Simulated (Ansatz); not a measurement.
# KTaSe3 (model cell, started as cubic perovskite with Ta in the octahedra): phonons and vibrational spectra, part 2 of 2

Wanted: vibrations and spectra of KTaSe3 (model cell, started as cubic perovskite with Ta in the octahedra); the cell is already relaxed. After the zone centre comes a 2×2×2 q mesh on a 8×8×8 k mesh.

Ansatz 0.2.0; DFT LDA, scalar-relativistic, plane waves, PAW; PAW set soft_1.

So far. Step 2 (Zone-centre response): Before it was imposed, the acoustic sum rule was missed by 4.0e-5 eV/Å². Small misses are needed for a sound result but don't prove that mesh and cutoff are converged. The lowest optical mode is real, 45.9 cm⁻¹.

The structure was built from a prototype and need not be the compound's stable phase.

## (3) Response at finite wavevector

Stability and thermal properties need the whole zone. Linear response on a 2×2×2 q mesh gives force constants as far as a supercell of that size would.

input.yaml reads:

```yaml
crystal:
  lattice:
    - [4.998906978, 0.0, 0.0]
    - [0.0, 4.998906978, 0.0]
    - [0.0, 0.0, 4.998906978]
  atoms:
    - { symbol: K, position: [0.0, 0.0, 0.0] }
    - { symbol: Ta, position: [0.5, 0.5, 0.5] }
    - { symbol: Se, position: [0.5, 0.5, 0.0] }
    - { symbol: Se, position: [0.5, 0.0, 0.5] }
    - { symbol: Se, position: [0.0, 0.5, 0.5] }
kpoints:
  mp_grid: { grid: [8, 8, 8] }
hamiltonian:
  xc: lda
  pseudopotentials: { kind: paw, azcp: { folder: soft_1 }, xc_functional: pbe }
scf:
  occupations: { method: methfessel_paxton, width: 0.2 }
output:
  eigenvalues: true
phonons:
  method: dfpt
  qmesh: [2, 2, 2]
  temperatures: { t_max: 1000, t_step: 50 }
  qpath:
    path:
      - [[0.0, 0.0, 0.0], [0.0, 0.5, 0.0], [0.5, 0.5, 0.0], [0.0, 0.0, 0.0], [0.5, 0.5, 0.5], [0.0, 0.5, 0.0]]
      - [[0.5, 0.5, 0.5], [0.5, 0.5, 0.0]]
    npoints: 10
```

On the command line:

```
ansatz run input.yaml --threads 4 --pin off --max-ram 16384MiB --backend cpu --events-out ev --progress --plain --runs-dir out
```

Numbers of over 12 decimals in the logs are rounded to 6 here.

Output:

```text
[...]
Crystal: 5 atoms, lattice volume = 124.918 Å³
Basis set: ecut = 420 eV, 2469 PW (Γ), exchange–correlation on 72×72×72 points (8 copies of the dense FFT grid, shifted against one another)
Bands: 42, of which v1, the nominal top of the filled ones, is band 35 counted from 1 (34 counted from 0)
Symmetry: 48 space group operations
k-points: 35 of 512
[...]
SCF iter   1: F=—  HF=-27334.667826 eV  |F-HF|=—  |Δ(HF+E_count)|=         —  Δρ=4.68e-2  dr2=4.82e0  ethr=3.10e-3  ⟨swp⟩=7.5  Hψ=5542  notcnv=0
[...]
SCF iter  13: F=-27333.293275 eV  HF=-27333.293275 eV  |F-HF|=0.00e0  |Δ(HF+E_count)|=  3.64e-12  S|Δr|=    0.00e0  Δρ=3.29e-8  dr2=8.87e-13  ethr=1.00e-12  ⟨swp⟩=11.2  Hψ=7804  notcnv=0
SCF 1 converged in 13 iterations: F = -27333.293275 eV  dr2 = 8.87e-13
[...]
iter 1 solved again at ethr=2.21e-7 eV; its pass at ethr=3.10e-3 eV (dr2=1.55e-4 eV) is discarded
SCF iter   1: F=—  HF=-27333.293275 eV  |F-HF|=—  |Δ(HF+E_count)|=         —  Δρ=1.01e-6  dr2=9.99e-10  ethr=2.21e-7  ⟨swp⟩=3.0  Hψ=8588  notcnv=0
eigensolver tolerance schedule: the retry pair's looser diagonalisation over-reported the residual by 154956.17 of it (diagonalisation noise at an unbounded share of the residual, at the tolerance the schedule requests for it); recorded, not acted on — ethr = c·dr2/N_el stays at c = 1.0e-1
[...]
SCF iter   2: F=—  HF=-27333.293275 eV  |F-HF|=—  |Δ(HF+E_count)|=   6.53e-7  S|Δr|=    0.00e0  Δρ=1.12e-6  dr2=1.33e-9  ethr=1.43e-12  ⟨swp⟩=3.9  Hψ=4240  notcnv=0
[...]
SCF iter   5: F=-27333.293275 eV  HF=-27333.293275 eV  |F-HF|=3.64e-12  |Δ(HF+E_count)|=  5.09e-11  S|Δr|=    0.00e0  Δρ=2.58e-8  dr2=1.21e-12  ethr=1.00e-12  ⟨swp⟩=3.1  Hψ=4802  notcnv=0
SCF 2 converged in 5 iterations: F = -27333.293275 eV  dr2 = 1.21e-12
[...]
phonons: the bands overlap, so this run is a metal and interpolates without the dipole-dipole term. If the crystal is really an insulator or semiconductor, its LO-TO splitting is missing
NSCF: frozen V_eff on 35 k-points
[...]
DFPT response loops at q = (0, 0, 0) (fractional): preconditioner auto → Kerker (q_TF=auto, 2.477 Å⁻¹) (partly filled bands, converged f_vac=0.042); β = 1.00, the filter's whole step (`scf.mixing.beta` (0.50) is not read by the response loops under this deck's `scf.mixing.preconditioner`; to damp them name `kerker` or `kerker_dos`, under which they read `scf.mixing.beta`, and type it under 1.00, their step now; both keys bind the ground state too); Broyden in place of MSR1
[...]
SCF converged after 13 iterations
[...]
Free energy (F): -27333.293275 eV
[...]
Internal energy: -27333.281853 eV  (E = F + TS)
E sigma→0 (E₀):  -27333.290420 eV
Entropy (-TS):   -0.011422 eV (-2.284 meV/atom)
Fermi energy:    8.278294 eV
[...]
--- Band table (eV; the first three rows and the last of 35) ---
  k-point 0: bands = [... 31 lower, 6.9847, 7.4134, 7.4134, 7.4134, 7.7858, 7.7858, 7.7858, 9.8038, ... 3 higher]
  k-point 1: bands = [... 31 lower, 6.8767, 7.1222, 7.4227, 7.4874, 7.4874, 8.3395, 8.3395, 9.8178, ... 3 higher]
  k-point 2: bands = [... 31 lower, 6.2446, 6.6428, 7.4457, 7.4753, 7.4753, 9.2217, 9.2217, 9.8428, ... 3 higher]
  k-point 34: bands = [... 31 lower, 3.6641, 8.5047, 8.5047, 8.5047, 10.4980, 10.4980, 10.4980, 11.5624, ... 3 higher]
--- Phonons (Γ-DFPT): 4 representative perturbations + reference (Σ response iterations 13) ---
  ASR residual: 3.631e-5 → 0.000e0 eV/Å²; symmetrization residual: 5.595e-6 eV/Å²
  ASR residual per site (eV/Å²): 1.09e-5 4.12e-6 3.63e-5 3.63e-5 3.63e-5
[...]
--- Phonons (arbitrary-q DFPT): 4 irreducible q on the 2×2×2 mesh ---
  q = [0.0000, 0.0000, 0.0000] (star 1, of the zone-centre solve; hermiticity 8.94e-7, symmetrization 8.25e-12): -0.00 -0.00 0.00 45.85 45.85 45.85 61.21 61.21 61.21 80.42 80.42 80.42 230.71 230.71 230.71
  q = [0.0000, 0.0000, -0.5000] (star 3, 9 solved perturbations in 975 linear systems a pass and spin channel, the states on 125 of 512 k-point pairs; hermiticity 5.75e-7, symmetrization 1.16e-12): 13.03 13.03 58.79 58.79 66.56 66.56 74.00 75.70 91.76 94.53 94.53 148.07 229.36 229.36 263.67
[...]
sum rule: each row above includes the acoustic sum rule's correction from the zone centre's row sums; it moved no ω² by more than (0.35 cm⁻¹)²
  mesh force constants: q→R imaginary residual 2.22e-18; ASR residual 3.631e-5 → 0.000e0 eV/Å²; symmetrization residual 1.066e-14 eV/Å²
  interpolated dispersion: 62 rows × 15 modes
  density of states and harmonic sums: on the 14×14×14 q-mesh, interpolated from the force constants of a 2×2×2 supercell (no non-analytic term)
  largest difference from the sums on the solved wave vectors: F 2.31e-1 eV, S 3.14e-4 and C_V 8.49e-5 eV/K
  zero-point energy: 0.095539 eV/cell   skipped modes (ω ≤ 0): 120, of them read as no rigid motion or as one in doubt: 117 (7.853e-1 modes/cell left out, lowest -126.59 cm⁻¹)   left out of the sums: 5.24e-2 of the cell's modes: C_V's classical limit lies that fraction below 3 k_B per atom; for a crystal, a wire or a layer, F and S can be off by more, and a phonons.interpolated_qmesh denser along its periods is the remedy for the sampling
```

Run time: 7.8 min. Hardware: 4 threads of Arm Neoverse V1, shared host; peak memory 1.8 GiB.

This step gave:

- sum-rule residual before enforcement: 3.63e-5 eV/Å²
- lowest frequency on the path: -126.6 cm⁻¹
- highest frequency on the path or at a solved wavevector: 302.9 cm⁻¹
- lowest mode on the q mesh (acoustic modes at Γ apart): -126.6 cm⁻¹

Frequencies (cm⁻¹) solved at each irreducible wavevector; negative means imaginary. Frequencies by wavevector, by row:

| q in reciprocal lattice units | star | mode 1 | mode 2 | mode 3 | mode 4 | mode 13 | mode 14 | mode 15 |
| --- | --- | --- | --- | --- | --- | --- | --- | --- |
| 0 0 0 | 1 | 0 | 0 | 0 | 45.9 | 230.7 | 230.7 | 230.7 |
| 0 0 -0.5 | 3 | 13 | 13 | 58.8 | 58.8 | 229.4 | 229.4 | 263.7 |
| 0 -0.5 -0.5 | 3 | -45.4 | -19.4 | 65 | 65 | 149.5 | 228.3 | 284.8 |
| -0.5 -0.5 -0.5 | 1 | -126.6 | -126.6 | -48.8 | -48.8 | 149.6 | 149.6 | 302.1 |

Interpolated from a 2×2×2 q mesh. The phonon branches at the labelled points (cm⁻¹):

| point | branch 1 | branch 2 | branch 3 | branch 4 | branch 12 | branch 13 | branch 14 | branch 15 |
| --- | --- | --- | --- | --- | --- | --- | --- | --- |
| Γ | 0 | 0 | 0 | 46 | 80 | 231 | 231 | 231 |
| X | 13 | 13 | 59 | 59 | 148 | 229 | 229 | 264 |
| M | -45 | -19 | 65 | 65 | 150 | 150 | 228 | 285 |
| Γ | 0 | 0 | 0 | 46 | 80 | 231 | 231 | 231 |
| R | -127 | -127 | -49 | -49 | 150 | 150 | 150 | 302 |
| X | 13 | 13 | 59 | 59 | 148 | 229 | 229 | 264 |
| jump to R | -127 | -127 | -49 | -49 | 150 | 150 | 150 | 302 |
| M | -45 | -19 | 65 | 65 | 150 | 150 | 228 | 285 |

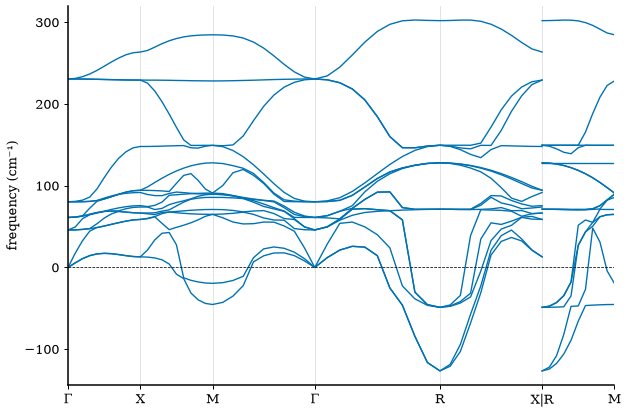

Phonon branches along the path.

The phonon density of states has structure finer than the step of the table below, so its rows give means over 25 cm⁻¹, whole bins alone (the curve runs from -128 to 302 cm⁻¹). Peaks (cm⁻¹: height): 27.5: 0.0764, 72.5: 0.312, 147.5: 0.0970, 227.5: 0.0616.

Tetrahedra on a 14×14×14 mesh, mean over bins of 5 cm-1. Interpolated from a 2×2×2 q mesh. Table of phonon density of states by wavenumber; means over each step:

| wavenumber (cm⁻¹) | phonon density of states (1/cm⁻¹/cell) |
| --- | --- |
| -100 | 0.00117 |
| -75 | 0.00191 |
| -50 | 0.00774 |
| -25 | 0.0132 |
| 0 | 0.0141 |
| 25 | 0.0515 |
| 50 | 0.0658 |
| 75 | 0.170 |
| 100 | 0.0779 |
| 125 | 0.0556 |
| 150 | 0.0416 |
| 175 | 0.0130 |
| 200 | 0.0174 |
| 225 | 0.0291 |
| 250 | 0.00499 |
| 275 | 0.0191 |

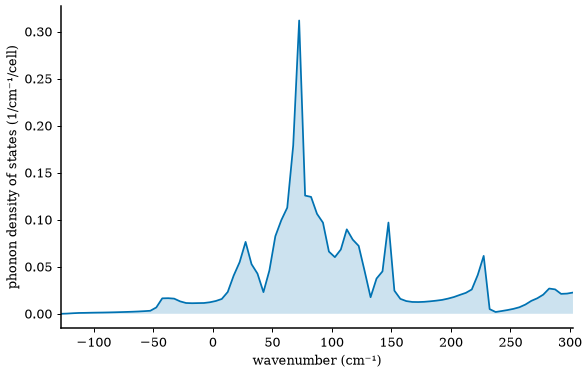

Phonon density of states, plotted against wavenumber.

The partial phonon density of states has structure finer than the step of the table below, so its rows give means over 25 cm⁻¹, whole bins alone (the curve runs from -128 to 322 cm⁻¹). Peaks (cm⁻¹: height): K 70.0: 0.175; Se -34.7: 0.0231, 30.4: 0.0444, 72.9: 0.0753, 89.9: 0.0681, 118.2: 0.0667, 228.5: 0.0371, 285.2: 0.0253; Ta 30.4: 0.0402, 58.7: 0.0208, 84.2: 0.0204, 109.7: 0.0190, 149.3: 0.0674.

Phonopy on the run's constants, 11x11x11 mesh, Gaussian sigma 3.2 cm-1. Interpolated from a 2×2×2 q mesh. Table of partial phonon density of states by wavenumber; means over each step; values in 1/cm⁻¹/cell:

| wavenumber (cm⁻¹) | K | Se | Ta |
| --- | --- | --- | --- |
| -100 | 0 | 9.6e-4 | 1.2e-5 |
| -75 | 4.5e-6 | 0.00241 | 8.3e-5 |
| -50 | 3.8e-5 | 0.00757 | 1.1e-4 |
| -25 | 1.6e-4 | 0.0136 | 0.00153 |
| 0 | 2.8e-4 | 0.00571 | 0.00389 |
| 25 | 0.00314 | 0.0296 | 0.0189 |
| 50 | 0.0154 | 0.0424 | 0.0108 |
| 75 | 0.0906 | 0.0640 | 0.0148 |
| 100 | 0.00839 | 0.0561 | 0.0120 |
| 125 | 0.00155 | 0.0407 | 0.0149 |
| 150 | 4.7e-4 | 0.00669 | 0.0341 |
| 175 | 7.6e-6 | 0.00934 | 0.00294 |
| 200 | 0 | 0.0137 | 0.00211 |
| 225 | 0 | 0.0279 | 0.00304 |
| 250 | 0 | 0.00501 | 2.5e-4 |
| 275 | 1.1e-6 | 0.0182 | 3.6e-4 |
| 300 | 0 | 0.0157 | 1.7e-4 |

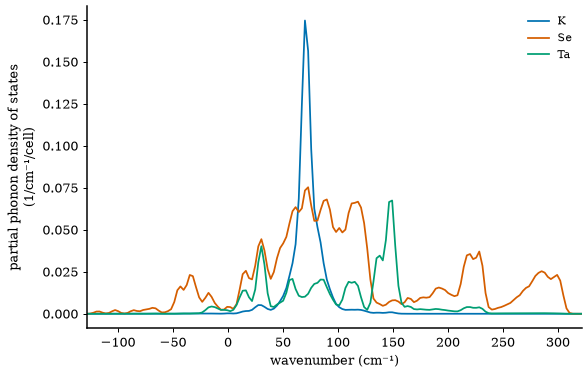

Partial phonon density of states, plotted against wavenumber.

Symmetry leaves 4 wavevectors to solve. The lowest mode among them, the acoustic zeros apart, lies at q = (-0.5, -0.5, -0.5) and is imaginary, 126.6i cm⁻¹, so the energy falls along it.

## (4) Outcome

```yaml
space_group_within_0p01_a: Pm-3m
volume_per_atom: 25.0 Å³
electronic_character: no gap on this mesh
highest_optical_mode_at_the_zone_centre_no_lo_to_term: 231 cm⁻¹
lowest_optical_zone_centre_mode: 45.9 cm⁻¹
lowest_mode_on_the_q_mesh_acoustic_modes_at_gamma_apart: -127 cm⁻¹
highest_frequency_on_the_path_or_at_a_solved_wavevector: 303 cm⁻¹
imaginary_modes_on_the_2x2x2_q_mesh: yes
```

In words: Modes are clearly imaginary (beyond 10i cm⁻¹) at 2 of the 4 irreducible wavevectors, most at q = (-0.5, -0.5, -0.5) (126.6i cm⁻¹), so this structure is not a minimum of the energy. The optical modes at Γ span 46 to 231 cm⁻¹. The highest mode in this list at Γ, 230.7 cm⁻¹, is mostly motion of Se (91 % of the kinetic energy). With no gap, or one that is small against the smearing, the frequencies hang on the k mesh and the smearing, most of all near Kohn anomalies. Spin-orbit coupling is left out, which can matter for the heavy elements here. The PAW files were made for PBE and serve the other functionals too. The starting cell was built on a prototype and not taken from a measurement, so the phase need not exist. These are harmonic frequencies at zero temperature: anharmonic shifts, linewidths and thermal expansion are left out.

[Logs are printed without paths, hosts, clocks, repeated set-up lines and the standing remarks that a program may print on its own settings, such as how far it seeks lower states.]

[Hosts, paths, dates, database ids (printed as entryN), source tags and the programs' standing remarks are cut or masked in the printed files.]
